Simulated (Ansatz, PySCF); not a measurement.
Pulling on the Si1–H4 bond in F2H2Si (SMILES F[SiH2]F) (multiplicity 1 held, fragments rigid). Energies count from the point at 1.470 Å.
Geometry at that point (charge 0, multiplicity 1):
```xyz
5

Si     0.224    -0.146     0.361
F     -0.895    -0.951    -0.435
F      0.409     1.268    -0.347
H      1.490    -0.886     0.262
H     -0.250     0.079     1.733
```

R- and RO- levels are restricted; in cc, def2 and unpolarised 6-31G sets they are followed outwards from rest. Active spaces are followed from a long bond inwards. Curves can end on different states.

Frozen-core correlation. Rows in 6-31G* carry no dispersion term and start afresh at each structure (6-31G* with six Cartesian d functions). MP2/6-31G* freezes PySCF's default core.

Programs: Ansatz (an electronic-structure program); PySCF for 6-31G* rows. Values without a source in brackets are computed.

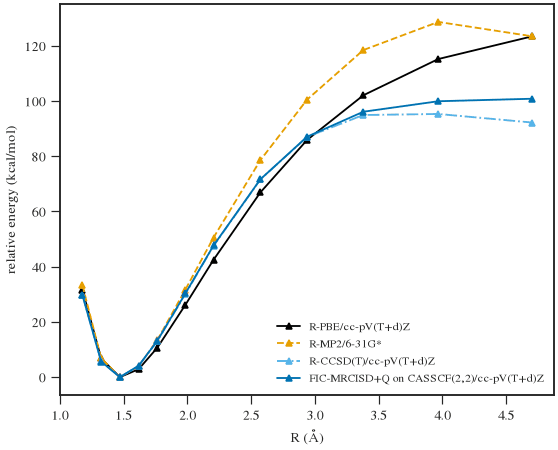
Figure. Relative energy along the coordinate

Doubts at one or more of the structures used: a restricted determinant that unrestricted orbitals would lower (R-PBE/cc-pV(T+d)Z, R-MP2/6-31G*, R-CCSD(T)/cc-pV(T+d)Z); other coupled-cluster roots lie near (R-CCSD(T)/cc-pV(T+d)Z); T1 above 0.05 (R-CCSD(T)/cc-pV(T+d)Z).
